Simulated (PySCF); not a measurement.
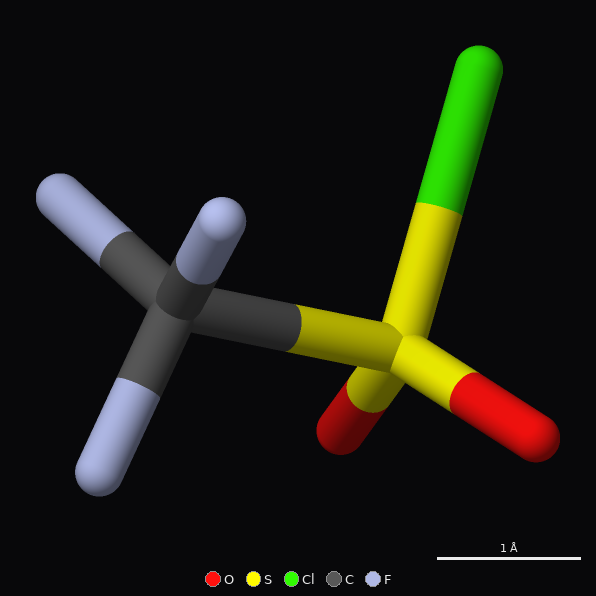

Rendered structure (stick style).

Which formula does it have?

Answer. CClF3O2S, 8 atoms: 1 carbon, 1 chlorine, 3 fluorine, 2 oxygen and 1 sulfur.

Name functional groups in it.

Answer. Among them: C–F bond.

Does it have rings?

Answer. It has no ring.

Count the bonded pairs by element.

Answer. 3 C–F, 2 O–S, 1 Cl–S, 1 C–S.

What is its SMILES?

Answer. O=S(=O)(Cl)C(F)(F)F

The parts below concern this one geometry. Atoms keep their numbers from picture to picture. The geometry was computed by an optimisation with PBE0-D3(BJ)/def2-SVP. No frequency run is at hand to confirm it as a minimum.

### Geometry

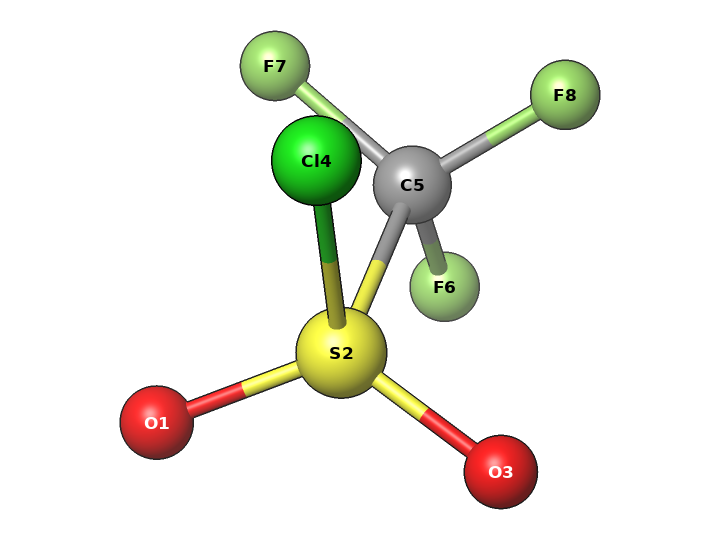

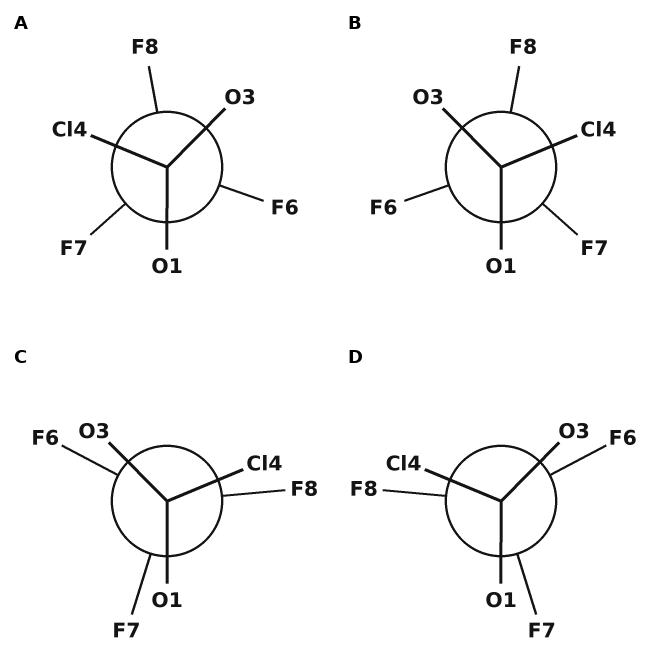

Depth is shown by fading: the farther an atom, the more it takes the colour of the background. Bonds that would overlap in a projection are set slightly apart. No frequency run is at hand to confirm it as a minimum.

Which Newman projection shows the view along S2–C5, with S2 in front?

Answer. A. The torsion angle Cl4–S2–C5–F6 is 177°, antiperiplanar (anti).

### Electronic properties

No frequency run is at hand to confirm it as a minimum. Method: PBE0/def2-SVPD in chloroform (IEF-PCM) (PySCF 2.14.0). Excitations: vertical, linear response.

Give the HOMO–LUMO gap at this level.

Answer. 7.29 eV.

What is the brightest of the 6 lowest singlets?

Answer. 7.58 eV.

What is the lowest vertical singlet excitation?

Answer. 5.59 eV.

Estimate the mean static polarisability.

Answer. 71.0 bohr³.

### Quadrupole coupling

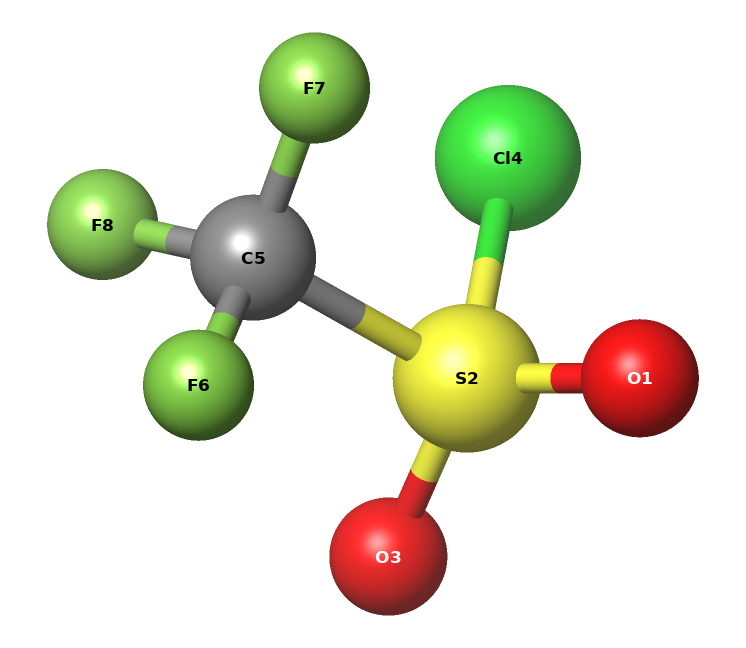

No frequency run is at hand to confirm it as a minimum. Electric field gradients from the ground-state density, PBE0/pcSseg-1 in benzene (IEF-PCM) (PySCF 2.14.0), non-relativistic apart from any core potentials.

Give the largest field-gradient component, the quadrupole coupling constant and the asymmetry for 17O at O1 (Q = −25.6 mb), 33S at S2 (Q = −67.81 mb), 17O at O3 (Q = −25.6 mb), 35Cl at Cl4 (Q = −81.7 mb).

| atom | V_zz (a.u.) | e²qQ/h (MHz) | η |
| --- | --- | --- | --- |
| O1 | 1.366 | −8.22 | 0.21 |
| S2 | 0.736 | −11.73 | 0.41 |
| O3 | 1.367 | −8.22 | 0.20 |
| Cl4 | 3.941 | −75.7 | 0.09 |

### Charges

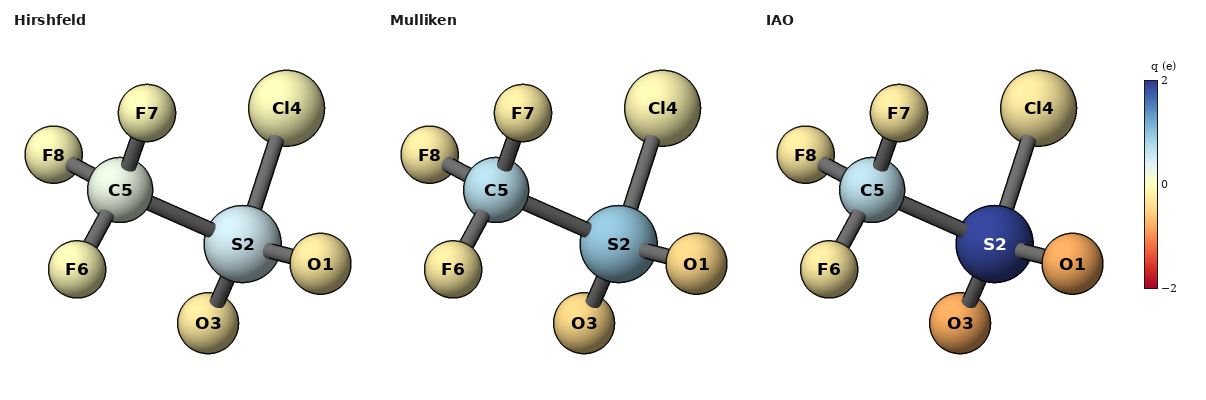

Atomic charges of one calculation by 3 schemes, on one colour scale. No frequency run is at hand to confirm it as a minimum. Method: PBE0/pcSseg-1 in benzene (IEF-PCM) (PySCF 2.14.0).

Which scheme gives the most polar picture (largest mean size of the charges)?

Answer. The IAO charges are the largest in size here, and the Hirshfeld charges the smallest.

On which atom do the schemes disagree most?

Answer. On S2 (from 0.49 to 1.88 e).

List the charges (e), one line for each set of equivalent atoms. Atoms whose distances differ by more than 0.02 Å in this geometry are listed apart.

| atom | Hirshfeld | Mulliken | IAO |
| --- | --- | --- | --- |
| O1 | −0.26 | −0.45 | −0.79 |
| S2 | 0.49 | 0.95 | 1.88 |
| O3 | −0.26 | −0.45 | −0.79 |
| Cl4 | −0.05 | −0.10 | −0.24 |
| C5 | 0.25 | 0.70 | 0.65 |
| F6 | −0.05 | −0.22 | −0.24 |
| F7 | −0.06 | −0.21 | −0.24 |
| F8 | −0.06 | −0.21 | −0.24 |

Mulliken values depend strongly on the basis set and can even reverse the polarity of a bond.
